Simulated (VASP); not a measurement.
Data:

```
CELL_PARAMETERS angstrom
      4.74508     0.00000     0.00000
      0.00000     4.74508     0.00000
      0.00000     0.00000     4.74508
ATOMIC_POSITIONS crystal
  Bi 0.00000 0.50000 0.50000
  Bi 0.50000 0.00000 0.50000
  Bi 0.50000 0.50000 0.00000
  Au 0.00000 0.00000 0.00000
```

Computed with PBEsol GGA, VASP's PBE PAW potentials (set 64) (plane waves; VASP 6.6.1). Numerical set-up: 400 eV cut-off, 7×7×7 Γ-centred mesh, tetrahedra with Blöchl corrections, potentials Bi_d Au.

Unless said otherwise, spin-orbit coupling is left out, though it shifts the bands of the heavy elements here.

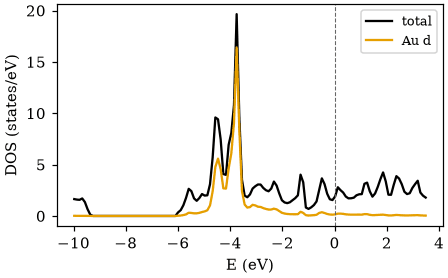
Figure: Total and projected density of states, zero at the Fermi level

Within 2 eV below the Fermi level the largest weight inside VASP's projection spheres is Bi p, then Au d.

It has no gap at this level: it comes out as a metal or semimetal.

The structure comes from a computed database's Bi3Au entry (Pm-3m); how it stands against other phases isn't given here. It was relaxed first.
